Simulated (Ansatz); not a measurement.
Run report: AlNH3F3, nudged elastic band

System: AlNH3F3.
Method: RKS PBE0-D4/def2-SVP (Ansatz 0.2.0).

The run did not end well. One setting was made poor on purpose. It belongs to a series of runs on one base structure; here: band between the two ends.

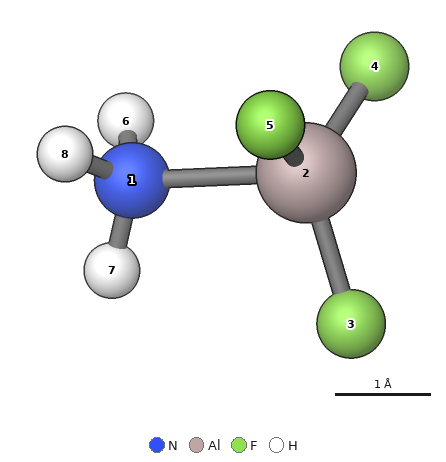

Figure 1. The input geometry (ball-and-stick view, seen at a tilt; atoms are numbered from 1 in the order of the input). Sticks mark near contacts. Bond lengths as drawn: Al–F 1.67 Å, Al–N 2.00 Å and H–N 1.02 Å.

**Input file**
```yaml
crystal:
  periodic: [false, false, false]
  atoms:
    - { symbol: "N", position_ang: [-0.835645, -0.150166, 0.460358] }
    - { symbol: Al, position_ang: [0.898707, 0.142703, -0.496418] }
    - { symbol: F, position_ang: [1.967841, -0.461769, 0.632862] }
    - { symbol: F, position_ang: [0.644387, -0.779201, -1.863567] }
    - { symbol: F, position_ang: [0.858657, 1.799866, -0.685895] }
    - { symbol: H, position_ang: [-1.443989, -0.768706, -0.0788] }
    - { symbol: H, position_ang: [-0.674563, -0.576065, 1.374709] }
    - { symbol: H, position_ang: [-1.323194, 0.736338, 0.60095] }
basis:
  gaussian: { orbitals: def2-SVP }
hamiltonian:
  xc: pbe0
  dispersion: d4
neb:
  order_check: false
  images: 5
  f_tol: 0.03
  max_iterations: 3
  final_atoms:
    - { symbol: "N", position_ang: [-0.83551049, -0.15013795, 0.46035241] }
    - { symbol: Al, position_ang: [0.89894699, 0.14262295, -0.49630713] }
    - { symbol: F, position_ang: [1.96407181, 0.05916897, 0.78512788] }
    - { symbol: F, position_ang: [0.8809279, -1.1522903, -1.548209] }
    - { symbol: F, position_ang: [0.62554555, 1.65174214, -1.15316082] }
    - { symbol: H, position_ang: [-1.42547482, 0.6813621, 0.39778295] }
    - { symbol: H, position_ang: [-1.34405078, -0.93561075, 0.05074258] }
    - { symbol: H, position_ang: [-0.67225516, -0.35385716, 1.44787013] }
  initial_path:
    images:
      - { positions_ang: [[-0.835645, -0.150166, 0.460358], [0.898707, 0.142703, -0.496418], [1.967841, -0.461769, 0.632862], [0.644387, -0.779201, -1.863567], [0.858657, 1.799866, -0.685895], [-1.443989, -0.768706, -0.0788], [-0.674563, -0.576065, 1.374709], [-1.323194, 0.736338, 0.60095]] }
      - { positions_ang: [[-0.84243693, -0.15723323, 0.48586818], [0.84512205, 0.13785595, -0.46810447], [1.96970266, -0.62023211, 0.51518029], [0.62373213, -0.60923191, -1.96031096], [0.99258565, 1.81422739, -0.55000951], [-1.22351818, -0.80901339, 0.3568048], [-0.85672294, -0.14179464, 1.22978607], [-1.41626345, 0.32842194, 0.33498459]] }
      - { positions_ang: [[-0.84922886, -0.16430047, 0.51137835], [0.79153711, 0.13300891, -0.43979093], [1.97156432, -0.77869521, 0.39749857], [0.60307725, -0.43926282, -2.05705491], [1.12651431, 1.82858879, -0.41412401], [-1.00304736, -0.84932078, 0.7924096], [-1.03888288, 0.29247572, 1.08486314], [-1.50933289, -0.07949413, 0.06901918]] }
      - { positions_ang: [[-0.85602079, -0.1713677, 0.53688853], [0.73795216, 0.12816186, -0.4114774], [1.97342599, -0.93715832, 0.27981686], [0.58242238, -0.26929373, -2.15379887], [1.26044296, 1.84295018, -0.27823852], [-0.78257655, -0.88962817, 1.2280144], [-1.22104282, 0.72674607, 0.93994022], [-1.60240234, -0.48741019, -0.19694622]] }
      - { positions_ang: [[-0.84918402, -0.16429112, 0.51137649], [0.79161711, 0.13298223, -0.43975397], [1.97030793, -0.60504922, 0.44825387], [0.68192422, -0.56362592, -1.95193558], [1.04881049, 1.77921417, -0.56987929], [-0.99687597, -0.36596475, 0.95127058], [-1.26204547, 0.17262713, 0.643541], [-1.29235328, -0.44289252, 0.3513259]] }
      - { positions_ang: [[-0.84234726, -0.15721454, 0.48586445], [0.84528205, 0.13780259, -0.46803055], [1.96718987, -0.27294013, 0.61669088], [0.78142606, -0.85795811, -1.75007229], [0.83717802, 1.71547815, -0.86152005], [-1.21117539, 0.15769868, 0.67452677], [-1.30304813, -0.38149181, 0.34714179], [-0.98230422, -0.39837484, 0.89959802]] }
      - { positions_ang: [[-0.83551049, -0.15013795, 0.46035241], [0.89894699, 0.14262295, -0.49630713], [1.96407181, 0.05916897, 0.78512788], [0.8809279, -1.1522903, -1.548209], [0.62554555, 1.65174214, -1.15316082], [-1.42547482, 0.6813621, 0.39778295], [-1.34405078, -0.93561075, 0.05074258], [-0.67225516, -0.35385716, 1.44787013]] }
```

Hardware: 1 thread of Arm Neoverse N1, 24 GiB of memory available, shared host.

Launched with:
```bash
ansatz run input.yaml --threads 1 --pin off --max-ram 2048MiB --backend cpu --events-out ev --progress --plain --runs-dir out
```

**Output**
```
Engine: ansatz 0.2.0, aarch64-unknown-linux-gnu
Functional definition: PBE0
  parameter a = 0.25
  parameter kappa = 0.804
  parameter beta = 0.06672455060314922
  exchange = (1 - a)*pbe_x(kappa = kappa, mu = beta*pi^2/3) + a*exact_x
  correlation = pbe_c(beta = beta)
893 factors; integrals over basis functions are off by at most 3.8e-4 eV
mean field evaluation 1: about -16264.4740 eV, gradient 6.7e1 eV
mean field evaluation 2: about -16259.2138 eV, gradient 8.9e1 eV
mean field evaluation 4: about -16271.7131 eV, gradient 2.0e0 eV
mean field evaluation 8: about -16271.7421 eV, gradient 2.5e-2 eV
mean field -16271.74208255 eV, -597.9754921507 hartree, gradient 3.5e-5 eV, S^2 0.000000; 0 other end points of the search recorded, 0 dependent functions left out
the calculation of the forces begins
reference -16271.74211258 eV, -597.9754932542 hartree; 25, 25 occupied and 64, 64 virtual orbitals, 893 factors
893 factors; integrals over basis functions are off by at most 4.9e-4 eV
mean field evaluation 16: about -16259.2123 eV, gradient 8.9e1 eV
mean field -16271.74154609 eV, -597.9754724362 hartree, gradient 3.5e-5 eV, S^2 0.000000; 0 other end points of the search recorded, 0 dependent functions left out
[... from here on the field's lines of each further geometry are left out, up to the last ...]
NEB iter   1: max|band force component| = 2.381e2 eV/Å  barrier→ = 67.5552 eV  barrier← = 67.5546 eV  Δτ_max = 0.1996 Å  (172 SCF iters)
NEB iter   2: max|band force component| = 1.163e2 eV/Å  barrier→ = 32.1768 eV  barrier← = 32.1762 eV  Δτ_max = 0.0921 Å  (154 SCF iters)
the calculation of the forces begins
reference -16260.12848201 eV, -597.5487002029 hartree; 25, 25 occupied and 64, 64 virtual orbitals, 893 factors
these checks for a lower state are left out or cut short: starts, cluster_reference, orbital_swaps, neighbouring_geometries, increment
893 factors; integrals over basis functions are off by at most 3.5e-4 eV
mean field -16255.32142417 eV, -597.3720440857 hartree, gradient 2.1e-5 eV, S^2 0.000000; 0 other end points of the search recorded, 0 dependent functions left out
the calculation of the forces begins
reference -16255.32145502 eV, -597.3720452193 hartree; 25, 25 occupied and 64, 64 virtual orbitals, 893 factors
NEB iter   3: max|band force component| = 5.286e1 eV/Å  barrier→ = 16.4175 eV  barrier← = 16.4170 eV  Δτ_max = 0.1265 Å  (130 SCF iters)
```

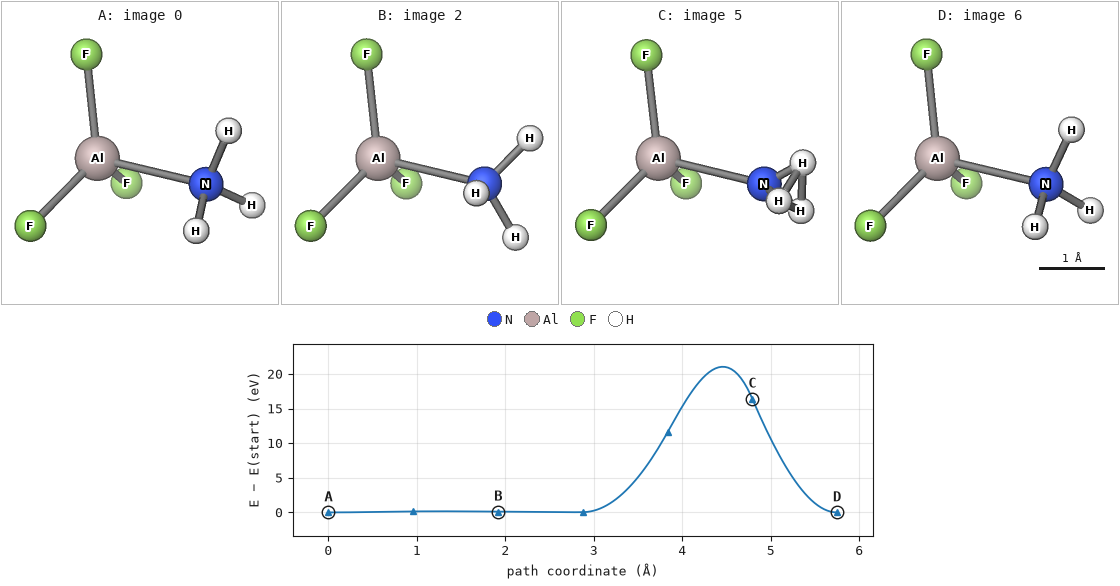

Figure 2. Images of the last band (counted from 0; ball-and-stick, seen at a tilt) above the energy along the path; the line is a cubic interpolation that uses the forces. The highest image is number 5, 16.418 eV above the start and 16.417 eV above the end; the end lies 0.001 eV above the start. The path is 5.75 Å long. The band had not converged after 3 iterations.

```
Unfinished report: {"positions_ang":[[-0.7421069699306725,-0.1362134608016923,0.42522048076951663],[0.934679869906061,0.1561621139724463,-0.5171736763219542],[2.0155331968269334,-0.2707419181112521,0.6591361064429262],[0.7824566836328857,-0.9085633491544522,-1.7739023403973917],[0.8250136086492471,1.7633443650838723,-0.8864369694713663],[-1.2651530400216664,0.23345362649971096,0.7960593120807027],[-1.4435478873591439,-0.36570311706881625,0.286763646607787],[-1.0146744617036443,-0.5287382704198167,0.9545324602897797]],"unchecked":["starts","cluster_reference","orbital_swaps","neighbouring_geometries","increment"],"mean_field":{"relativity":"none","state":{"energy":{"ev":-16255.321455016958,"hartree":-597.372045219255},"converged":true,"gradient_ev":0.00002094563011101211,"stability":{"kind":"minimum","curvature_ev":64.96345406506137},"curvature_floor_ev":0.00030000000000000003,"spin_squared":7.105427357601002e-15},"others":[],"fillings":{"estimated":0,"unestimated":0,"tried":0,"untried":0,"excluded_magnetic_sites":0},"n_dropped_functions":0,"n_trapped_functions":0,"passes":{"evaluations":4,"products":21},"factors":{"origin":"Cholesky decomposition","count":893,"bound_ev":0.0003492388343600365},"gradient_stop_ev":0.00009,"reference_kind":"stationary","functional":{"name":"PBE0","citations":["Adamo & Barone, J. Chem. Phys. 110, 6158 (1999) doi:10.1063/1.478522","Perdew, Burke & Ernzerhof, Phys. Rev. Lett. 77, 3865 (1996) doi:10.1103/PhysRevLett.77.3865"],"text":"name \"PBE0\"\ncite \"Adamo & Barone, J. Chem. Phys. 110, 6158 (1999) doi:10.1063/1.478522\"\ncite \"Perdew, Burke & Ernzerhof, Phys. Rev. Lett. 77, 3865 (1996) doi:10.1103/PhysRevLett.77.3865\"\nparent pbe\nparameter a = 0.25\nparameter kappa = 0.804\nparameter beta = 0.06672455060314922\nexchange = (1 - a)*pbe_x(kappa = kappa, mu = beta*pi^2/3) + a*exact_x\ncorrelation = pbe_c(beta = beta)\n","parameters":{"a":{"value":0.25,"default":0.25},"beta":{"value":0.06672455060314922,"default":0.06672455060314922},"kappa":{"value":0.804,"default":0.804}},"final_grid":{"core_spheres":13.0,"valence_spheres":11.0,"degree":36.0},"final_grid_parameter_source":"default","radial_points_factor":1.0,"radial_grid_error_ev":3.235511906987185e-7,"grid_sensitivity":"normal","grid_sensitivity_ratio":0.001870803151768979},"unsmoothed_excess_ev":-0.000030845147584150196,"symmetry":{"irreps":["A"],"axes":[[0.9999930675059021,0.003314626367201575,0.0016965235578218106],[-0.0033003488178415825,0.9999596876667132,-0.00835049334890827],[-0.0017241339324321511,0.008344836339643918,0.9999636948752928]],"occupied":[{"A":25},{"A":25}]},"held":{"pivots":893,"left_out":0,"joined":0},"density_repulsion":{"missed_ev":0.000029345543009675345,"excess_ev":1.632026581888864e-6,"most_excess_ev":0.000135,"are_drawn_again":false,"n_first_factors":893,"energy_change_ev":0.0,"n_dropped_ends":0}},"factors":{"origin":"Cholesky decomposition","count":893,"bound_ev":0.0003492388343600365},"n_frozen":0,"n_occupied":[25,25],"n_virtual":[64,64],"reference":{"ev":-16255.321455016958,"hartree":-597.372045219255},"dispersion":{"energy":{"ev":-0.10561955212714055,"hartree":-0.003881446949168675},"switches_in_reach":[]},"total":{"ev":-16255.427074569085,"hartree":-597.3759266662042},"forces_ev_per_angstrom":[[52.072663650661696,12.37597518244663,-33.09358993953249],[0.4763769579259507,0.0064169427985201226,-0.24709841759746096],[0.18087255051317114,-0.07333778469370385,0.2986549850269991],[-0.11494518801331141,-0.20973478999775327,-0.23972223892382205],[-0.09649146236658225,0.34554211863545087,-0.043862112191183085],[-18.878451580016417,28.493965527938748,17.249997676793676],[-28.684998022787166,-12.321501583111026,-18.070422767008633],[-4.955026905912863,-28.61732561400977,34.14604281342581]],"charge_distribution":{"dipole_moment_e_ang":[-1.3235459640876046,-0.2139397222522722,0.717600826924359],"mulliken_charges_e":[0.2863639223459238,1.0479249126434738,-0.43729150617864576,-0.4374207135832613,-0.4364331210979646,-0.0014746359991435476,0.016441068521476976,-0.038109926651863635],"lowdin_charges_e":[0.7765195541974546,-0.25892018447213694,-0.058401156524366726,-0.059177952492701635,-0.05725117962937354,-0.10496314900185233,-0.08738477262456312,-0.15042115945246848]},"n_threads":1,"memory_gib":1.7045454550534487,"seconds":{"hamiltonian":5.269996884,"orbitals":0.0,"second_order":0.0,"solver_start":0.0,"cycles":0.0,"cycle":0.0,"perturbative":0.0,"full_ci_increment":0.0,"forces":0.0}}
this run last wrote the band of iteration 3 to [file]
Error: NEB band did not converge after 3 iterations: max|band force component| = 5.29e1 eV/Å (threshold 3.0e-2); raise `neb.max_iterations` in a new run, which can start from the last band evaluated (`neb.initial_path`, with `crystal.atoms` and `neb.final_atoms` set to its first and last images), add images, or start from endpoints closer to local minima. Where this run's directory can be resumed (`checkpoint.write`), a resume goes on for up to `neb.max_iterations` more; to start a new run from the last band, take its images' positions from the `neb_iteration` event of iteration 3 (`data.images[].positions_ang`), in the event stream of the run that computed that iteration (not this run's, if it was resumed behind it). With `checkpoint.write`, `steps/00-neb/state/checkpoint.json` in the run directory holds the last saved band, under `neb.evaluated.images[].positions_ang` (a band under a hybrid functional on support functions is neither saved nor resumed: `neb.initial_path` says where its path is): check the last entry of `neb.iterations` there, which is earlier than 3 if that iteration was not saved or its write failed. If the band's step has no `state` directory and holds `state.next`, a write was cut short, and the file is under `state.next` instead (behind a loss of power it can be under `state.prev`)
this run wrote the band of iteration 3 to [file] as well, whether or not its events were kept: a new run's `neb.initial_path` can list its `images[].positions_ang`
a run's events are kept only if it was started with --events-out <file>, and are in that file
```

**The last band as extended XYZ (Å, eV, eV/Å)**
```
8
Properties=species:S:1:pos:R:3:forces:R:3 image=0 energy=-16271.84457
N    -0.8356   -0.1502    0.4604    0.0001  -0.0002   0.0002
Al    0.8987    0.1427   -0.4964   -0.0001   0.0000   0.0002
F     1.9678   -0.4618    0.6329   -0.0002   0.0003  -0.0004
F     0.6444   -0.7792   -1.8636    0.0003  -0.0001   0.0002
F     0.8587    1.7999   -0.6859    0.0001  -0.0003  -0.0001
H    -1.4440   -0.7687   -0.0788   -0.0001   0.0003  -0.0001
H    -0.6746   -0.5761    1.3747   -0.0001  -0.0001  -0.0003
H    -1.3232    0.7363    0.6009    0.0001   0.0000   0.0003
8
Properties=species:S:1:pos:R:3:forces:R:3 image=1 energy=-16271.70176
N    -0.8048   -0.1466    0.4476    0.2366   0.0694   0.0165
Al    0.9111    0.1444   -0.4987    0.2589   0.0426  -0.1634
F     1.9740   -0.6422    0.5178   -0.0404   0.0160   0.0120
F     0.5865   -0.5996   -1.9567   -0.0234   0.0055   0.0473
F     0.9792    1.8116   -0.5139   -0.0307  -0.0426   0.0196
H    -1.2363   -1.0310    0.3023   -0.2007  -1.4768  -0.4953
H    -0.7802   -0.0740    1.4434    0.5355   0.1717   1.2230
H    -1.5374    0.4804    0.2025   -0.7357   1.2143  -0.6597
8
Properties=species:S:1:pos:R:3:forces:R:3 image=2 energy=-16271.73379
N    -0.7968   -0.1448    0.4486   -0.1222  -0.0874   0.1957
Al    0.9082    0.1430   -0.4932    0.3461   0.0572  -0.2015
F     1.9506   -0.7607    0.4493   -0.0687   0.0666  -0.0546
F     0.5255   -0.4846   -1.9947    0.0157   0.0491   0.1066
F     1.0316    1.8069   -0.3884   -0.0026  -0.1275   0.0099
H    -0.9649   -1.0794    0.7755    0.2889  -0.9805   0.2535
H    -0.9565    0.4286    1.2573    0.2729   0.6740   0.7511
H    -1.6055    0.0339   -0.1102   -0.7301   0.3485  -1.0608
8
Properties=species:S:1:pos:R:3:forces:R:3 image=3 energy=-16271.80641
N    -0.7958   -0.1429    0.4416   -0.0686  -0.2367   0.6011
Al    0.9083    0.1444   -0.4963   -0.1324  -0.1108   0.1719
F     1.8456   -0.9341    0.3557    0.2621  -0.0661  -0.0223
F     0.3972   -0.2927   -2.0144    0.1047  -0.0496  -0.3585
F     1.0834    1.7632   -0.1756    0.2191   0.3060  -0.0386
H    -0.7165   -0.8602    1.1680    0.0495   0.1056  -0.0587
H    -1.1273    0.7134    0.8752   -0.0347   0.2375   0.1413
H    -1.5027   -0.4481   -0.2099   -0.3997  -0.1859  -0.4361
8
Properties=species:S:1:pos:R:3:forces:R:3 image=4 energy=-16260.23334
N    -0.7327   -0.1336    0.4398   36.7394   8.3777 -24.0527
Al    0.9627    0.1603   -0.5250    0.1048  -0.0312   0.0141
F     1.9909   -0.6573    0.4787    0.2392  -0.1532   0.2018
F     0.5921   -0.5650   -1.9637   -0.0874  -0.1336  -0.3142
F     1.0266    1.8111   -0.5026    0.0250   0.3641  -0.0098
H    -0.9921   -0.2903    1.1204   -3.0105  -6.9231  34.4207
H    -1.4180    0.2466    0.5306  -18.4746  19.3774  -1.2706
H    -1.3373   -0.6288    0.3660  -15.5360 -20.8782  -8.9894
8
Properties=species:S:1:pos:R:3:forces:R:3 image=5 energy=-16255.42704
N    -0.7421   -0.1362    0.4252   52.0727  12.3760 -33.0936
Al    0.9347    0.1562   -0.5172    0.4764   0.0064  -0.2471
F     2.0155   -0.2707    0.6591    0.1809  -0.0733   0.2987
F     0.7825   -0.9086   -1.7739   -0.1149  -0.2097  -0.2397
F     0.8250    1.7633   -0.8864   -0.0965   0.3455  -0.0439
H    -1.2652    0.2335    0.7961  -18.8785  28.4940  17.2500
H    -1.4435   -0.3657    0.2868  -28.6850 -12.3215 -18.0704
H    -1.0147   -0.5287    0.9545   -4.9550 -28.6173  34.1460
8
Properties=species:S:1:pos:R:3:forces:R:3 image=6 energy=-16271.84404
N    -0.8355   -0.1501    0.4604    0.0009   0.0005  -0.0009
Al    0.8989    0.1426   -0.4963   -0.0023   0.0000   0.0003
F     1.9641    0.0592    0.7851    0.0010  -0.0026  -0.0010
F     0.8809   -1.1523   -1.5482    0.0000   0.0016  -0.0019
F     0.6255    1.6517   -1.1532    0.0021   0.0010   0.0021
H    -1.4255    0.6814    0.3978   -0.0024  -0.0021  -0.0033
H    -1.3441   -0.9356    0.0507    0.0015  -0.0027   0.0035
H    -0.6723   -0.3539    1.4479   -0.0007   0.0044   0.0010
```

**Outcome**

```csv
quantity,value
outcome,not converged
"barrier, forward (band not converged)",16.418 eV
"barrier, backward",16.417 eV
wall time,92 s
peak memory,0.27 GiB
```

**What went wrong**

The run did not converge: “NEB band did not converge after 3 iterations: max|band force component| = 5.29e1 eV/Å (threshold 3.0e-2); raise `neb.max_iterations` in a new run, which can start from the last band evaluated (`neb.initial_path`, with `crystal.atoms` and `neb.final_atoms` set to its first and last images), add images, or start from endpoints closer to local minima …” Its last values are not results. A deliberately poor setting: few iterations.
